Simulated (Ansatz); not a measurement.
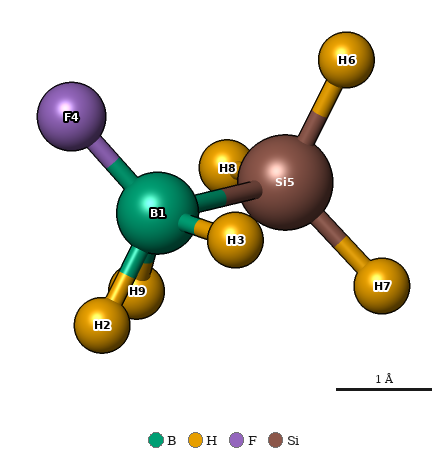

Figure 1. The starting structure (ball-and-stick view, seen at a tilt; atoms are numbered from 1 in the order of the input). Bond lengths as drawn: B–F 1.37 Å, B–H 1.21 to 1.32 Å, B–Si 2.12 Å and H–Si 1.49 Å.

# Run report: BSiH6F, molecular dynamics (part 1 of 4)

- system: BSiH6F
- method: RKS B3LYP-D4/def2-SVP (Ansatz 0.2.0)

It belongs to a series of runs on one base structure; here: dynamics from the highest image of the converged band. Figures and captions count atoms from 1; the log counts them from 0 in places.

## Input file
```yaml
crystal:
  periodic: [false, false, false]
  atoms:
    - { symbol: B, position_ang: [-0.10271, -0.254968, 0.211138] }
    - { symbol: H, position_ang: [0.419894, 0.592526, 1.073483] }
    - { symbol: H, position_ang: [0.822402, -0.209833, -0.566629] }
    - { symbol: F, position_ang: [-1.379049, 0.100173, -0.143311] }
    - { symbol: Si, position_ang: [0.084265, -2.290359, 0.758646] }
    - { symbol: H, position_ang: [-0.390812, -2.994902, -0.46579] }
    - { symbol: H, position_ang: [1.513253, -2.624998, 1.025334] }
    - { symbol: H, position_ang: [-0.74518, -2.741075, 1.915133] }
    - { symbol: H, position_ang: [0.141038, -0.366362, 1.456795] }
basis:
  gaussian: { orbitals: def2-SVP }
hamiltonian:
  xc: b3lyp
  dispersion: d4
md:
  timestep: 0.5
  n_steps: 200
  ensemble: nve
  temperature: 100.0
  initial_velocities: maxwell_boltzmann
  seed: 11638
```

Machine: 1 thread of Arm Neoverse V2, 24 GiB of memory available, shared host.

Command:
```bash
ansatz run input.yaml --threads 1 --pin off --max-ram 2048MiB --backend cpu --events-out ev --progress --plain --runs-dir out
```

## What the program printed
```
Engine: ansatz 0.2.0, aarch64-unknown-linux-gnu
Functional definition: B3LYP
  parameter a0 = 0.2
  parameter ax = 0.72
  parameter ac = 0.81
  exchange = (1 - a0 - ax)*slater_x + ax*b88_x + a0*exact_x
  correlation = (1 - ac)*vwn_rpa_c + ac*lyp_c
805 factors; integrals over basis functions are off by at most 3.6e-4 eV
mean field evaluation 1: about -11361.6507 eV, gradient 2.9e1 eV
mean field evaluation 2: about -11360.9406 eV, gradient 3.9e1 eV
mean field evaluation 4: about -11363.5063 eV, gradient 1.2e0 eV
mean field evaluation 8: about -11363.5276 eV, gradient 1.4e-2 eV
mean field -11363.52756114 eV, -417.6019353961 hartree, gradient 5.8e-5 eV, S^2 0.000000; 0 other end points of the search recorded, 0 dependent functions left out
the calculation of the forces begins
reference -11363.52779641 eV, -417.6019440423 hartree; 17, 17 occupied and 59, 59 virtual orbitals, 805 factors
md step     0: t =     0.00 fs  T =   100.0 K  F+E_penalty+E_count = -11363.73333314 eV  E_kin = 0.090482 eV  conserved = -11363.64285114 eV  (22 SCF iters)
these checks for a lower state are left out or cut short: starts, cluster_reference, orbital_swaps, neighbouring_geometries, increment
805 factors; integrals over basis functions are off by at most 3.5e-4 eV
mean field evaluation 16: about -11363.5249 eV, gradient 1.3e-1 eV
mean field -11363.52493619 eV, -417.6018389311 hartree, gradient 1.7e-5 eV, S^2 0.000000; 0 other end points of the search recorded, 0 dependent functions left out
the calculation of the forces begins
reference -11363.52517148 eV, -417.6018475778 hartree; 17, 17 occupied and 59, 59 virtual orbitals, 805 factors
md step     1: t =     0.50 fs  T =    97.2 K  F+E_penalty+E_count = -11363.73077175 eV  E_kin = 0.087931 eV  conserved = -11363.64284031 eV  (28 SCF iters)
[... from here on the SCF iterations and repeated set-up lines of each step are left out, up to the last step ...]
md step     2: t =     1.00 fs  T =    89.5 K  F+E_penalty+E_count = -11363.72371548 eV  E_kin = 0.080941 eV  conserved = -11363.64277399 eV  (28 SCF iters)
md step     3: t =     1.50 fs  T =    78.1 K  F+E_penalty+E_count = -11363.71328471 eV  E_kin = 0.070623 eV  conserved = -11363.64266170 eV  (28 SCF iters)
md step     4: t =     2.00 fs  T =    65.0 K  F+E_penalty+E_count = -11363.70131845 eV  E_kin = 0.058795 eV  conserved = -11363.64252317 eV  (22 SCF iters)
md step     5: t =     2.50 fs  T =    52.7 K  F+E_penalty+E_count = -11363.69004414 eV  E_kin = 0.047656 eV  conserved = -11363.64238839 eV  (22 SCF iters)
md step     6: t =     3.00 fs  T =    43.5 K  F+E_penalty+E_count = -11363.68161279 eV  E_kin = 0.039325 eV  conserved = -11363.64228818 eV  (22 SCF iters)
md step     7: t =     3.50 fs  T =    39.1 K  F+E_penalty+E_count = -11363.67761620 eV  E_kin = 0.035370 eV  conserved = -11363.64224660 eV  (22 SCF iters)
md step     8: t =     4.00 fs  T =    40.3 K  F+E_penalty+E_count = -11363.67871480 eV  E_kin = 0.036442 eV  conserved = -11363.64227304 eV  (22 SCF iters)
md step     9: t =     4.50 fs  T =    46.6 K  F+E_penalty+E_count = -11363.68449126 eV  E_kin = 0.042132 eV  conserved = -11363.64235976 eV  (22 SCF iters)
md step    10: t =     5.00 fs  T =    56.5 K  F+E_penalty+E_count = -11363.69357276 eV  E_kin = 0.051089 eV  conserved = -11363.64248402 eV  (22 SCF iters)
md step    11: t =     5.50 fs  T =    67.8 K  F+E_penalty+E_count = -11363.70398220 eV  E_kin = 0.061366 eV  conserved = -11363.64261584 eV  (22 SCF iters)
md step    12: t =     6.00 fs  T =    78.3 K  F+E_penalty+E_count = -11363.71360659 eV  E_kin = 0.070880 eV  conserved = -11363.64272625 eV  (22 SCF iters)
md step    13: t =     6.50 fs  T =    86.0 K  F+E_penalty+E_count = -11363.72065193 eV  E_kin = 0.077857 eV  conserved = -11363.64279454 eV  (23 SCF iters)
md step    14: t =     7.00 fs  T =    89.7 K  F+E_penalty+E_count = -11363.72397618 eV  E_kin = 0.081165 eV  conserved = -11363.64281070 eV  (28 SCF iters)
md step    15: t =     7.50 fs  T =    88.9 K  F+E_penalty+E_count = -11363.72325189 eV  E_kin = 0.080475 eV  conserved = -11363.64277696 eV  (29 SCF iters)
md step    16: t =     8.00 fs  T =    84.3 K  F+E_penalty+E_count = -11363.71895300 eV  E_kin = 0.076250 eV  conserved = -11363.64270256 eV  (23 SCF iters)
md step    17: t =     8.50 fs  T =    76.9 K  F+E_penalty+E_count = -11363.71221248 eV  E_kin = 0.069610 eV  conserved = -11363.64260218 eV  (23 SCF iters)
md step    18: t =     9.00 fs  T =    68.6 K  F+E_penalty+E_count = -11363.70459424 eV  E_kin = 0.062103 eV  conserved = -11363.64249164 eV  (23 SCF iters)
md step    19: t =     9.50 fs  T =    61.3 K  F+E_penalty+E_count = -11363.69783205 eV  E_kin = 0.055444 eV  conserved = -11363.64238780 eV  (23 SCF iters)
md step    20: t =    10.00 fs  T =    56.7 K  F+E_penalty+E_count = -11363.69356395 eV  E_kin = 0.051259 eV  conserved = -11363.64230538 eV  (23 SCF iters)
md step    21: t =    10.50 fs  T =    56.2 K  F+E_penalty+E_count = -11363.69309395 eV  E_kin = 0.050837 eV  conserved = -11363.64225664 eV  (23 SCF iters)
md step    22: t =    11.00 fs  T =    60.7 K  F+E_penalty+E_count = -11363.69719665 eV  E_kin = 0.054947 eV  conserved = -11363.64224990 eV  (22 SCF iters)
md step    23: t =    11.50 fs  T =    70.4 K  F+E_penalty+E_count = -11363.70598554 eV  E_kin = 0.063696 eV  conserved = -11363.64228906 eV  (22 SCF iters)
md step    24: t =    12.00 fs  T =    84.5 K  F+E_penalty+E_count = -11363.71886158 eV  E_kin = 0.076491 eV  conserved = -11363.64237098 eV  (27 SCF iters)
md step    25: t =    12.50 fs  T =   101.8 K  F+E_penalty+E_count = -11363.73456410 eV  E_kin = 0.092077 eV  conserved = -11363.64248701 eV  (27 SCF iters)
md step    26: t =    13.00 fs  T =   120.1 K  F+E_penalty+E_count = -11363.75131667 eV  E_kin = 0.108692 eV  conserved = -11363.64262503 eV  (27 SCF iters)
md step    27: t =    13.50 fs  T =   137.3 K  F+E_penalty+E_count = -11363.76704181 eV  E_kin = 0.124273 eV  conserved = -11363.64276927 eV  (27 SCF iters)
md step    28: t =    14.00 fs  T =   151.2 K  F+E_penalty+E_count = -11363.77965521 eV  E_kin = 0.136767 eV  conserved = -11363.64288777 eV  (27 SCF iters, 3 dispersion substeps)
md step    29: t =    14.50 fs  T =   159.8 K  F+E_penalty+E_count = -11363.78753430 eV  E_kin = 0.144596 eV  conserved = -11363.64293833 eV  (28 SCF iters, 3 dispersion substeps)
md step    30: t =    15.00 fs  T =   162.8 K  F+E_penalty+E_count = -11363.79015961 eV  E_kin = 0.147273 eV  conserved = -11363.64288681 eV  (27 SCF iters, 3 dispersion substeps)
md step    31: t =    15.50 fs  T =   161.3 K  F+E_penalty+E_count = -11363.78863662 eV  E_kin = 0.145911 eV  conserved = -11363.64272546 eV  (27 SCF iters, 3 dispersion substeps)
md step    32: t =    16.00 fs  T =   158.3 K  F+E_penalty+E_count = -11363.78573864 eV  E_kin = 0.143242 eV  conserved = -11363.64249713 eV  (27 SCF iters, 3 dispersion substeps)
md step    33: t =    16.50 fs  T =   157.9 K  F+E_penalty+E_count = -11363.78516567 eV  E_kin = 0.142868 eV  conserved = -11363.64229765 eV  (26 SCF iters, 3 dispersion substeps)
md step    34: t =    17.00 fs  T =   163.4 K  F+E_penalty+E_count = -11363.79006554 eV  E_kin = 0.147836 eV  conserved = -11363.64222988 eV  (27 SCF iters, 3 dispersion substeps)
md step    35: t =    17.50 fs  T =   175.9 K  F+E_penalty+E_count = -11363.80150157 eV  E_kin = 0.159166 eV  conserved = -11363.64233584 eV  (27 SCF iters, 3 dispersion substeps)
md step    36: t =    18.00 fs  T =   193.8 K  F+E_penalty+E_count = -11363.81788131 eV  E_kin = 0.175321 eV  conserved = -11363.64255992 eV  (23 SCF iters, 3 dispersion substeps)
md step    37: t =    18.50 fs  T =   213.4 K  F+E_penalty+E_count = -11363.83586890 eV  E_kin = 0.193081 eV  conserved = -11363.64278764 eV  (27 SCF iters, 3 dispersion substeps)
md step    38: t =    19.00 fs  T =   231.2 K  F+E_penalty+E_count = -11363.85215250 eV  E_kin = 0.209223 eV  conserved = -11363.64292966 eV  (27 SCF iters, 3 dispersion substeps)
md step    39: t =    19.50 fs  T =   244.6 K  F+E_penalty+E_count = -11363.86429202 eV  E_kin = 0.221334 eV  conserved = -11363.64295821 eV  (26 SCF iters, 3 dispersion substeps)
md step    40: t =    20.00 fs  T =   252.2 K  F+E_penalty+E_count = -11363.87109128 eV  E_kin = 0.228228 eV  conserved = -11363.64286356 eV  (27 SCF iters, 3 dispersion substeps)
md step    41: t =    20.50 fs  T =   255.7 K  F+E_penalty+E_count = -11363.87404985 eV  E_kin = 0.231337 eV  conserved = -11363.64271329 eV  (26 SCF iters, 3 dispersion substeps)
md step    42: t =    21.00 fs  T =   257.8 K  F+E_penalty+E_count = -11363.87583083 eV  E_kin = 0.233258 eV  conserved = -11363.64257266 eV  (27 SCF iters, 3 dispersion substeps)
md step    43: t =    21.50 fs  T =   261.0 K  F+E_penalty+E_count = -11363.87863424 eV  E_kin = 0.236159 eV  conserved = -11363.64247506 eV  (27 SCF iters, 3 dispersion substeps)
md step    44: t =    22.00 fs  T =   266.7 K  F+E_penalty+E_count = -11363.88376901 eV  E_kin = 0.241337 eV  conserved = -11363.64243190 eV  (27 SCF iters, 3 dispersion substeps)
md step    45: t =    22.50 fs  T =   275.5 K  F+E_penalty+E_count = -11363.89169470 eV  E_kin = 0.249244 eV  conserved = -11363.64245064 eV  (27 SCF iters, 3 dispersion substeps)
md step    46: t =    23.00 fs  T =   286.9 K  F+E_penalty+E_count = -11363.90212474 eV  E_kin = 0.259583 eV  conserved = -11363.64254210 eV  (27 SCF iters, 3 dispersion substeps)
md step    47: t =    23.50 fs  T =   299.7 K  F+E_penalty+E_count = -11363.91390168 eV  E_kin = 0.271177 eV  conserved = -11363.64272485 eV  (27 SCF iters, 3 dispersion substeps)
md step    48: t =    24.00 fs  T =   311.2 K  F+E_penalty+E_count = -11363.92452366 eV  E_kin = 0.281544 eV  conserved = -11363.64297933 eV  (27 SCF iters, 3 dispersion substeps)
md step    49: t =    24.50 fs  T =   317.3 K  F+E_penalty+E_count = -11363.93031376 eV  E_kin = 0.287120 eV  conserved = -11363.64319360 eV  (28 SCF iters, 3 dispersion substeps)
md step    50: t =    25.00 fs  T =   315.1 K  F+E_penalty+E_count = -11363.92829451 eV  E_kin = 0.285106 eV  conserved = -11363.64318868 eV  (27 SCF iters, 3 dispersion substeps)
md step    51: t =    25.50 fs  T =   305.2 K  F+E_penalty+E_count = -11363.91900716 eV  E_kin = 0.276167 eV  conserved = -11363.64283985 eV  (27 SCF iters, 3 dispersion substeps)
md step    52: t =    26.00 fs  T =   293.9 K  F+E_penalty+E_count = -11363.90814581 eV  E_kin = 0.265883 eV  conserved = -11363.64226303 eV  (27 SCF iters, 3 dispersion substeps)
md step    53: t =    26.50 fs  T =   290.3 K  F+E_penalty+E_count = -11363.90450538 eV  E_kin = 0.262648 eV  conserved = -11363.64185732 eV  (27 SCF iters, 3 dispersion substeps)
md step    54: t =    27.00 fs  T =   300.7 K  F+E_penalty+E_count = -11363.91406537 eV  E_kin = 0.272083 eV  conserved = -11363.64198240 eV  (23 SCF iters, 3 dispersion substeps)
md step    55: t =    27.50 fs  T =   323.1 K  F+E_penalty+E_count = -11363.93490684 eV  E_kin = 0.292348 eV  conserved = -11363.64255847 eV  (27 SCF iters, 3 dispersion substeps)
md step    56: t =    28.00 fs  T =   348.4 K  F+E_penalty+E_count = -11363.95841512 eV  E_kin = 0.315272 eV  conserved = -11363.64314329 eV  (26 SCF iters, 3 dispersion substeps)
md step    57: t =    28.50 fs  T =   367.3 K  F+E_penalty+E_count = -11363.97571060 eV  E_kin = 0.332333 eV  conserved = -11363.64337778 eV  (27 SCF iters, 3 dispersion substeps)
md step    58: t =    29.00 fs  T =   375.6 K  F+E_penalty+E_count = -11363.98310622 eV  E_kin = 0.339876 eV  conserved = -11363.64323048 eV  (27 SCF iters, 3 dispersion substeps)
md step    59: t =    29.50 fs  T =   375.7 K  F+E_penalty+E_count = -11363.98284513 eV  E_kin = 0.339956 eV  conserved = -11363.64288936 eV  (27 SCF iters, 3 dispersion substeps)
md step    60: t =    30.00 fs  T =   373.1 K  F+E_penalty+E_count = -11363.98017612 eV  E_kin = 0.337616 eV  conserved = -11363.64256050 eV  (27 SCF iters, 3 dispersion substeps)
md step    61: t =    30.50 fs  T =   373.1 K  F+E_penalty+E_count = -11363.97992093 eV  E_kin = 0.337583 eV  conserved = -11363.64233773 eV  (27 SCF iters, 3 dispersion substeps)
md step    62: t =    31.00 fs  T =   379.0 K  F+E_penalty+E_count = -11363.98515692 eV  E_kin = 0.342919 eV  conserved = -11363.64223766 eV  (27 SCF iters, 3 dispersion substeps)
md step    63: t =    31.50 fs  T =   392.5 K  F+E_penalty+E_count = -11363.99741860 eV  E_kin = 0.355134 eV  conserved = -11363.64228435 eV  (27 SCF iters, 3 dispersion substeps)
md step    64: t =    32.00 fs  T =   413.2 K  F+E_penalty+E_count = -11364.01641516 eV  E_kin = 0.373887 eV  conserved = -11363.64252864 eV  (27 SCF iters, 3 dispersion substeps)
md step    65: t =    32.50 fs  T =   437.5 K  F+E_penalty+E_count = -11364.03882524 eV  E_kin = 0.395860 eV  conserved = -11363.64296477 eV  (27 SCF iters, 3 dispersion substeps)
md step    66: t =    33.00 fs  T =   458.3 K  F+E_penalty+E_count = -11364.05806745 eV  E_kin = 0.414663 eV  conserved = -11363.64340493 eV  (27 SCF iters, 3 dispersion substeps)
md step    67: t =    33.50 fs  T =   468.7 K  F+E_penalty+E_count = -11364.06756571 eV  E_kin = 0.424052 eV  conserved = -11363.64351420 eV  (26 SCF iters, 3 dispersion substeps)
md step    68: t =    34.00 fs  T =   467.6 K  F+E_penalty+E_count = -11364.06615430 eV  E_kin = 0.423107 eV  conserved = -11363.64304686 eV  (27 SCF iters, 3 dispersion substeps)
md step    69: t =    34.50 fs  T =   463.3 K  F+E_penalty+E_count = -11364.06137641 eV  E_kin = 0.419159 eV  conserved = -11363.64221769 eV  (27 SCF iters, 3 dispersion substeps)
md step    70: t =    35.00 fs  T =   468.6 K  F+E_penalty+E_count = -11364.06573030 eV  E_kin = 0.423986 eV  conserved = -11363.64174449 eV  (27 SCF iters, 3 dispersion substeps)
md step    71: t =    35.50 fs  T =   490.7 K  F+E_penalty+E_count = -11364.08612298 eV  E_kin = 0.443982 eV  conserved = -11363.64214070 eV  (27 SCF iters, 3 dispersion substeps)
md step    72: t =    36.00 fs  T =   523.4 K  F+E_penalty+E_count = -11364.11666647 eV  E_kin = 0.473612 eV  conserved = -11363.64305445 eV  (23 SCF iters, 3 dispersion substeps)
md step    73: t =    36.50 fs  T =   552.5 K  F+E_penalty+E_count = -11364.14365058 eV  E_kin = 0.499943 eV  conserved = -11363.64370790 eV  (27 SCF iters, 3 dispersion substeps)
md step    74: t =    37.00 fs  T =   567.1 K  F+E_penalty+E_count = -11364.15683001 eV  E_kin = 0.513103 eV  conserved = -11363.64372659 eV  (27 SCF iters, 3 dispersion substeps)
md step    75: t =    37.50 fs  T =   566.0 K  F+E_penalty+E_count = -11364.15542117 eV  E_kin = 0.512144 eV  conserved = -11363.64327700 eV  (27 SCF iters, 3 dispersion substeps)
md step    76: t =    38.00 fs  T =   556.3 K  F+E_penalty+E_count = -11364.14604876 eV  E_kin = 0.503334 eV  conserved = -11363.64271516 eV  (27 SCF iters, 3 dispersion substeps)
md step    77: t =    38.50 fs  T =   547.0 K  F+E_penalty+E_count = -11364.13724835 eV  E_kin = 0.494947 eV  conserved = -11363.64230087 eV  (27 SCF iters, 3 dispersion substeps)
md step    78: t =    39.00 fs  T =   545.0 K  F+E_penalty+E_count = -11364.13523504 eV  E_kin = 0.493103 eV  conserved = -11363.64213208 eV  (27 SCF iters, 3 dispersion substeps)
md step    79: t =    39.50 fs  T =   552.9 K  F+E_penalty+E_count = -11364.14253331 eV  E_kin = 0.500299 eV  conserved = -11363.64223393 eV  (27 SCF iters, 3 dispersion substeps)
md step    80: t =    40.00 fs  T =   569.3 K  F+E_penalty+E_count = -11364.15774722 eV  E_kin = 0.515138 eV  conserved = -11363.64260909 eV  (27 SCF iters, 3 dispersion substeps)
md step    81: t =    40.50 fs  T =   588.1 K  F+E_penalty+E_count = -11364.17528252 eV  E_kin = 0.532123 eV  conserved = -11363.64315957 eV  (27 SCF iters, 3 dispersion substeps)
md step    82: t =    41.00 fs  T =   600.3 K  F+E_penalty+E_count = -11364.18679619 eV  E_kin = 0.543196 eV  conserved = -11363.64360032 eV  (27 SCF iters, 3 dispersion substeps)
md step    83: t =    41.50 fs  T =   599.4 K  F+E_penalty+E_count = -11364.18589487 eV  E_kin = 0.542348 eV  conserved = -11363.64354698 eV  (27 SCF iters, 3 dispersion substeps)
md step    84: t =    42.00 fs  T =   587.0 K  F+E_penalty+E_count = -11364.17398445 eV  E_kin = 0.531135 eV  conserved = -11363.64284906 eV  (26 SCF iters, 3 dispersion substeps)
md step    85: t =    42.50 fs  T =   574.7 K  F+E_penalty+E_count = -11364.16196249 eV  E_kin = 0.519991 eV  conserved = -11363.64197120 eV  (22 SCF iters, 3 dispersion substeps)
md step    86: t =    43.00 fs  T =   575.9 K  F+E_penalty+E_count = -11364.16288813 eV  E_kin = 0.521130 eV  conserved = -11363.64175821 eV  (22 SCF iters, 3 dispersion substeps)
md step    87: t =    43.50 fs  T =   593.9 K  F+E_penalty+E_count = -11364.17983228 eV  E_kin = 0.537365 eV  conserved = -11363.64246752 eV  (22 SCF iters, 3 dispersion substeps)
md step    88: t =    44.00 fs  T =   617.7 K  F+E_penalty+E_count = -11364.20229210 eV  E_kin = 0.558873 eV  conserved = -11363.64341868 eV  (27 SCF iters, 3 dispersion substeps)
md step    89: t =    44.50 fs  T =   632.1 K  F+E_penalty+E_count = -11364.21581111 eV  E_kin = 0.571963 eV  conserved = -11363.64384765 eV  (27 SCF iters, 3 dispersion substeps)
md step    90: t =    45.00 fs  T =   629.7 K  F+E_penalty+E_count = -11364.21333550 eV  E_kin = 0.569728 eV  conserved = -11363.64360772 eV  (24 SCF iters, 3 dispersion substeps)
md step    91: t =    45.50 fs  T =   613.4 K  F+E_penalty+E_count = -11364.19800785 eV  E_kin = 0.554989 eV  conserved = -11363.64301843 eV  (28 SCF iters, 3 dispersion substeps)
md step    92: t =    46.00 fs  T =   592.6 K  F+E_penalty+E_count = -11364.17867007 eV  E_kin = 0.536220 eV  conserved = -11363.64244994 eV  (27 SCF iters, 3 dispersion substeps)
md step    93: t =    46.50 fs  T =   576.8 K  F+E_penalty+E_count = -11364.16401087 eV  E_kin = 0.521898 eV  conserved = -11363.64211278 eV  (22 SCF iters, 3 dispersion substeps)
md step    94: t =    47.00 fs  T =   571.5 K  F+E_penalty+E_count = -11364.15914949 eV  E_kin = 0.517075 eV  conserved = -11363.64207420 eV  (23 SCF iters, 3 dispersion substeps)
md step    95: t =    47.50 fs  T =   577.3 K  F+E_penalty+E_count = -11364.16472058 eV  E_kin = 0.522377 eV  conserved = -11363.64234379 eV  (23 SCF iters, 3 dispersion substeps)
md step    96: t =    48.00 fs  T =   590.0 K  F+E_penalty+E_count = -11364.17669206 eV  E_kin = 0.533827 eV  conserved = -11363.64286471 eV  (23 SCF iters, 3 dispersion substeps)
md step    97: t =    48.50 fs  T =   600.9 K  F+E_penalty+E_count = -11364.18712367 eV  E_kin = 0.543702 eV  conserved = -11363.64342134 eV  (23 SCF iters, 3 dispersion substeps)
md step    98: t =    49.00 fs  T =   601.3 K  F+E_penalty+E_count = -11364.18769392 eV  E_kin = 0.544056 eV  conserved = -11363.64363827 eV  (27 SCF iters, 3 dispersion substeps)
md step    99: t =    49.50 fs  T =   588.4 K  F+E_penalty+E_count = -11364.17563084 eV  E_kin = 0.532427 eV  conserved = -11363.64320410 eV  (27 SCF iters, 3 dispersion substeps)
md step   100: t =    50.00 fs  T =   570.0 K  F+E_penalty+E_count = -11364.15804100 eV  E_kin = 0.515746 eV  conserved = -11363.64229482 eV  (22 SCF iters, 3 dispersion substeps)
```
